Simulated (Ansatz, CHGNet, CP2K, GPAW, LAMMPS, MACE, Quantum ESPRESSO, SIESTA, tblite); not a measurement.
# How far do other methods lie from plane waves? Liquid (Rb,Cs)Cl at 1000 K (84 atoms)

One geometry of liquid (Rb,Cs)Cl at 1000 K (84 atoms) is solved by several programs and methods. How far do their forces lie from a plane-wave PBE run?

Results are calculated, not measured.

### 1. The structure

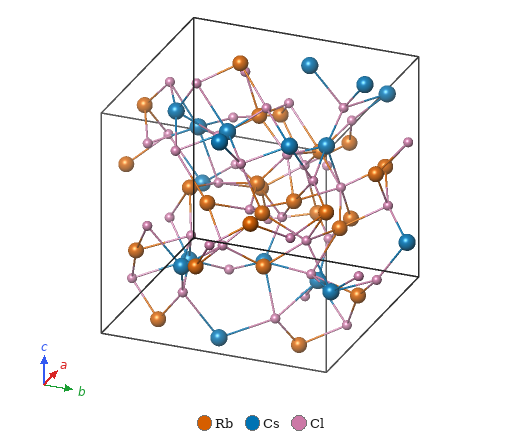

The cell (rubidium orange, caesium blue, chlorine pink). Bonds to atoms that aren't drawn are left out. Some periodic images of atoms are drawn too.

The cell holds 84 atoms (25 Rb, 17 Cs and 42 Cl), with edges of 15.59, 15.59 and 15.59 Å. Recipe: 84 atoms (25 Rb, 17 Cs, 42 Cl) placed at random at 2.58 g/cm³, melted at 1800 K for 10 ps at fixed volume with the Lennard-Jones and Coulomb ion parameters for SPC/E (Joung and Cheatham, J. Phys. Chem. B 112, 9020 (2008)), full charges. Snapshot at the end of a hold of 20 ps at 1000 K and fixed volume. The density is 2.58 g/cm³.

### 2. The reference input

Quantum ESPRESSO 7.5: Kohn-Sham DFT, PBE, SSSP efficiency 1.3.0 pseudopotentials, plane waves. Its input, pw.in:

```
&control
  calculation = 'scf'
  pseudo_dir = './pseudo'
  outdir = './tmp'
  disk_io = 'none'
  tprnfor = .true.
  tstress = .true.
/
&system
  ibrav = 0
  nat = 84
  ntyp = 3
  ecutwfc = 45
  ecutrho = 360
  nosym = .true.
  occupations = 'smearing'
  smearing = 'fd'
  degauss = 0.003675
/
&electrons
  conv_thr = 4.2e-07
  electron_maxstep = 100
  mixing_beta = 0.4
  mixing_mode = 'plain'
  diagonalization = 'david'
/
ATOMIC_SPECIES
Rb 85.468 Rb.upf
Cs 132.905 Cs.upf
Cl 35.450 Cl.upf
CELL_PARAMETERS angstrom
15.58600 0.00000 0.00000
0.00000 15.58600 0.00000
0.00000 0.00000 15.58600
ATOMIC_POSITIONS crystal
Rb 0.57887 0.23343 0.38236
Rb 0.93059 0.61764 0.25504
Rb 0.50103 0.93524 0.12049
Rb 0.45649 0.50489 0.57218
[... 78 atom lines left out ...]
Cl 0.03812 0.72448 0.63035
Cl 0.08923 0.53114 0.34515
K_POINTS gamma
```

```console
$ OMP_NUM_THREADS=1 mpirun -np 4 pw.x -in pw.in > output.txt
```

Wall time 6.6 min (4 MPI ranks of Arm Neoverse V2, shared host); peak memory 9.5 GiB.

It converged with an r.m.s. force component of 0.32 eV/Å and a pressure of 0.75 GPa.

Its highest filled and lowest empty levels lie 3.75 eV apart on its k-points.

### 3. What was run beside it

- CHGNet: machine-learned potential, published weights.
- CP2K 2026.2: Gaussian basis with GTH pseudopotentials and a plane-wave density; labels give functional, basis (MOLOPT sets; SR short-range, UZH the newer set with its own potentials), grid cutoff/relative cutoff and solver (OT: orbital transformation; TRS4, TC2, SIGN: linear-scaling purification with its sparsity filter), or its built-in tight binding.
- GPAW 26.7.0: PAW with atomic orbitals (LCAO), plane waves or a real-space grid of spacing h.
- MACE: machine-learned potential, published weights.
- SIESTA 5.4.2: numerical atomic orbitals, whose automatically made sets are far from complete, with PseudoDojo norm-conserving potentials that we converted to its format (checked against plane waves on the same files for H, C, O, Si, Ge and Ca alone); labels give functional, basis size, energy shift and mesh cutoff.
- tblite 0.8.0: extended tight binding, driven from Python.

All use the same cell and atoms, and the electronic-structure runs the same k-mesh.

### 4. All runs compared

Differences are against the reference: forces as r.m.s. over components, share as that over the reference's r.m.s. force, slope as the fitted ratio of a run's forces to the reference's.

```csv
run,"Δ force, r.m.s. (meV/Å)",share (%),slope,Δ pressure (GPa),Δ gap (eV),cores,CPU time,memory (GiB)
reference,-,-,-,-,-,4,26 min,9.5
CHGNet 0.3.0 potential,55.0,17.1,0.970,-0.111,-,1,2.8 s,0.48
CHGNet r2SCAN potential,89.6,27.8,0.773,-0.612,-,1,2.8 s,0.49
"CP2K GFN1-xTB, OT DIIS",847,263,1.326,-17.7,-,1,5 s,0.48
"CP2K PBE, DZVP-MOLOPT-SR, 244/50 Ry, OT CG (coarse)",39.7,12.3,1.116,0.157,-0.0907,2,10 min,1.6
"CP2K PBE, DZVP-MOLOPT-SR, 350/50 Ry, OT CG",39.7,12.3,1.116,0.156,-0.0905,2,14 min,2.3
"CP2K PBE, SZV-MOLOPT-SR, 350/50 Ry, OT CG (coarse)",228,70.7,1.660,1.28,-1.91,1,7.7 min,2.0
"CP2K PBE, TZV2P-MOLOPT (SR for Rb, Cs), 350/50 Ry, OT CG",28.6,8.88,1.077,0.187,-0.0357,4,17 min,5.6
"GPAW LDA, LCAO dzp, h 0.2 Å",66.6,20.6,0.972,-,-0.46,1,9.7 min,3.5
"GPAW PBE, LCAO dzp, h 0.2 Å",80.9,25.1,1.170,-,-0.155,1,11 min,3.5
"GPAW PBE, LCAO dzp, h 0.28 Å (coarse)",124,38.6,1.153,-,-0.151,1,4.4 min,1.6
"GPAW PBE, LCAO szp(dzp), h 0.2 Å (coarse)",107,33.3,1.193,-,-0.417,1,6.1 min,3.2
"GPAW PBE, plane waves 550 eV",9.85,3.06,1.024,0.0067,-0.0045,4,14 min,4.3
MACE MP-0b3 medium potential,37.3,11.6,1.033,-0.436,-,1,6.4 s,0.72
"SIESTA PBE, DZ, shift 0.01 Ry, mesh 300 Ry (coarse)",88.0,27.3,1.209,-1.46,-1.03,1,1.8 min,1.3
"SIESTA PBE, DZP, shift 0.01 Ry, mesh 300 Ry",110,34.2,1.276,-0.144,-0.638,2,4.1 min,2.5
"SIESTA PBE, SZ, shift 0.02 Ry, mesh 300 Ry (coarse)",95.0,29.5,1.151,-2.47,-2.52,1,94 s,1.1
"SIESTA PBE, SZ, shift 0.02 Ry, mesh 300 Ry, orbital minimisation (coarse)",95.0,29.5,1.151,-2.47,-,1,2.1 min,1.1
"SIESTA PBE, SZP, shift 0.01 Ry, mesh 300 Ry (coarse)",165,51.1,1.414,0.122,-0.948,1,3.6 min,2.0
tblite IPEA1-xTB,729,226,1.482,-2.60,-,1,2.6 s,0.2
```

Rows marked coarse were listed beforehand as settings not expected to be converged; some can still land near the reference.

Times of the machine-learned potentials are mostly Python's start and the loading of weights.

Runs without a result: tblite GFN2-xTB (not converged); SIESTA PBE, SZ, shift 0.02 Ry, mesh 300 Ry, order-N, radius 3.5 Å, eta -2.2 eV (stopped at the start); SIESTA PBE, SZ, shift 0.02 Ry, mesh 300 Ry, order-N, radius 4.5 Å, eta -2.2 eV (stopped at the start).

CPU time is summed over cores on shared hosts, so it is rough.

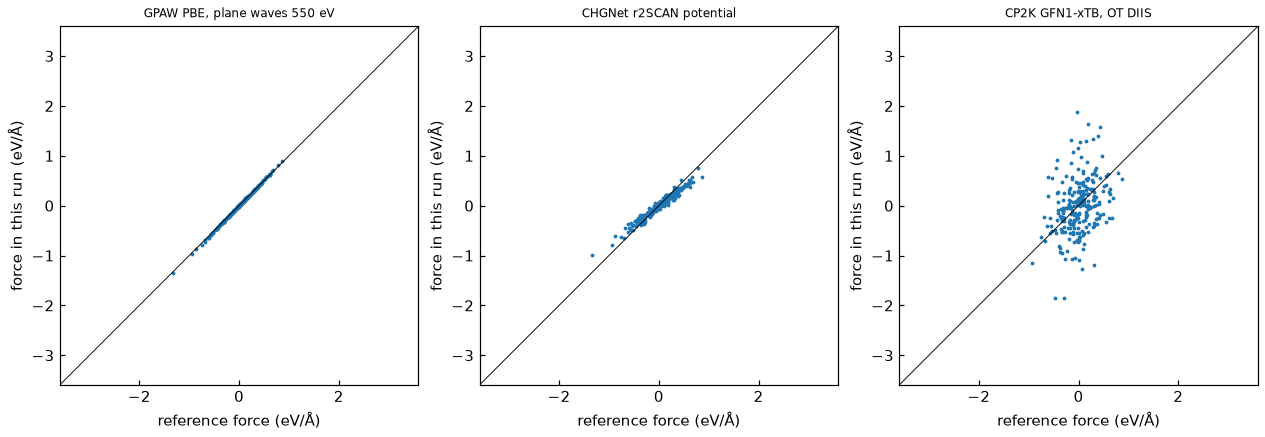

Force components against those of the reference; the line marks equality. Points beyond the frame are left out.

### 5. What came out

Forces lie from 3.1 % (GPAW PBE, plane waves 550 eV) to 263 % (CP2K GFN1-xTB, OT DIIS) of the reference's r.m.s. force of 0.32 eV/Å away from it. Other PBE runs on plane waves or a grid: GPAW PBE, plane waves 550 eV 3.1 % of the r.m.s. force; the reference has errors of its own, so differences under a few per cent don't tell which side is nearer the exact PBE result. The PBE runs in local orbitals, coarse settings apart, differ by 8.9 % (CP2K PBE, TZV2P-MOLOPT (SR for Rb, Cs), 350/50 Ry, OT CG) to 34 % (SIESTA PBE, DZP, shift 0.01 Ry, mesh 300 Ry); basis, grid and potentials can all enter. Tight binding differs by 226 % (tblite IPEA1-xTB) to 263 % (CP2K GFN1-xTB, OT DIIS); it is another model, with fitted parameters of its own, and the xTB methods hold dispersion.

Machine-learned potentials differ by 12 % (MACE MP-0b3 medium potential) to 28 % (CHGNet r2SCAN potential); they were trained on other programs' data, some at another functional. Rows with another functional or a dispersion term differ by 21 % (GPAW LDA, LCAO dzp, h 0.2 Å), which mixes the change of model with differences of basis and potentials. IPEA1-xTB was fitted to ionisation energies and electron affinities, not to forces or charges. Runs with settings chosen to be coarse differ by 12 % (CP2K PBE, DZVP-MOLOPT-SR, 244/50 Ry, OT CG) to 71 % (CP2K PBE, SZV-MOLOPT-SR, 350/50 Ry, OT CG), their programs' other errors included. CP2K PBE, SZV-MOLOPT-SR, 350/50 Ry, OT CG stiffens the forces by a factor of 1.66 while following their directions (correlation 0.989). From CP2K PBE, DZVP-MOLOPT-SR, 244/50 Ry, OT CG to the finer CP2K PBE, DZVP-MOLOPT-SR, 350/50 Ry, OT CG the share goes from 12.3 to 12.3 %, so the grid isn't what parts these runs from the reference. From GPAW PBE, LCAO dzp, h 0.28 Å to the finer GPAW PBE, LCAO dzp, h 0.2 Å the share falls from 39 to 25 %. SIESTA PBE, DZP, shift 0.01 Ry, mesh 300 Ry lies farther from the reference (34 %) than the smaller basis of SIESTA PBE, DZ, shift 0.01 Ry, mesh 300 Ry (27 %). Pressures at PBE, coarse settings apart, lie -0.14 to +0.19 GPa from the reference's. Gaps at PBE, coarse settings apart, lie -0.64 to -0.00 eV from the reference's.

**Limits.** Periodic xTB results under one method name differ between programs and library versions. The reference's pressure holds the uncorrected Pulay stress of its 45 Ry basis, so small pressure differences may be the reference's own error. The frame stands for 1000 K, but pressures are static and levels are smeared at 580 K. The network of bonds at the start is that of the classical potential that made the cell, and needn't be the one that DFT or experiment would give. The ion parameters were fitted for water, not for melts, so the starting structure of this cell may lie well off the real melt's. The electronic-structure runs sample only Γ, in a cell whose shortest periodic width is 16 Å. Spin–orbit coupling is left out, which matters for the levels of the heavy elements. Where levels are smeared, the DFT runs use Fermi–Dirac occupations at 580 K (0.05 eV), and energies are free energies. The reference's cutoffs and mesh weren't converged further here.

[Logs are printed without paths, hosts, clocks, repeated set-up lines and the standing remarks that a program may print on its own settings, such as how far it seeks lower states.]

[Hosts, paths, dates, database ids (printed as entryN), source tags and the programs' standing remarks are cut or masked in the printed files.]

[Cells were taken only where this reference lay near another plane-wave run.]
